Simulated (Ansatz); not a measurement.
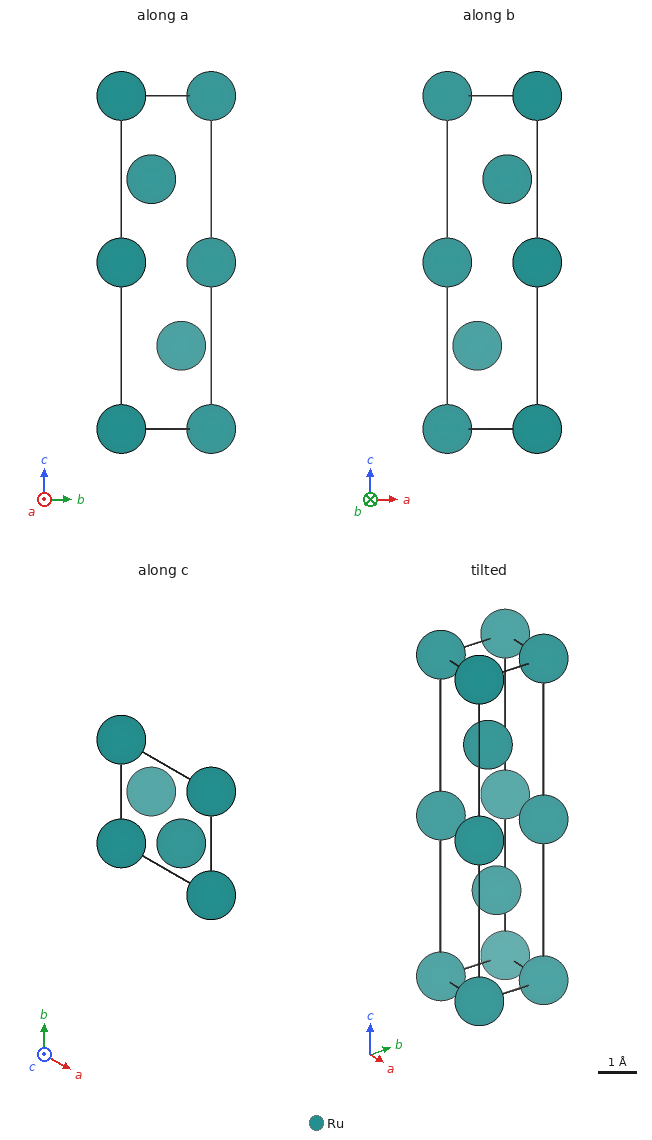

This spheres-only model is shown along the a axis, along the b axis, along the c axis and slightly off an axis. The edges of the conventional unit cell are marked.

Lattice parameters: a = 2.7955 Å, b = 2.7955 Å, c = 8.9725 Å, α = 90.000°, β = 90.000°, γ = 120.000°.

**Put the structure into a CIF with its space group and independent sites.**

```cif
data_structure
_symmetry_space_group_name_H-M 'P 63/m m c'
_symmetry_Int_Tables_number 194
_cell_length_a 2.7955
_cell_length_b 2.7955
_cell_length_c 8.9725
_cell_angle_alpha 90.000
_cell_angle_beta 90.000
_cell_angle_gamma 120.000
_cell_volume 60.72
loop_
_atom_site_label
_atom_site_type_symbol
_atom_site_symmetry_multiplicity
_atom_site_Wyckoff_symbol
_atom_site_fract_x
_atom_site_fract_y
_atom_site_fract_z
_atom_site_occupancy
Ru1 Ru 2 a 0.0000 0.0000 0.0000 1
Ru2 Ru 2 c 0.3333 0.6667 0.2500 1
```

Provenance: a structure type filled with this element by a generator (whether the element takes this form wasn't checked). Earlier steps of the study may have refined or changed the cell and positions. It was the input of a calculation with Ansatz.

At this level of theory the cell isn't at rest (stretched, at -29 GPa), so its distances can differ from those at equilibrium, the more so the softer the solid.
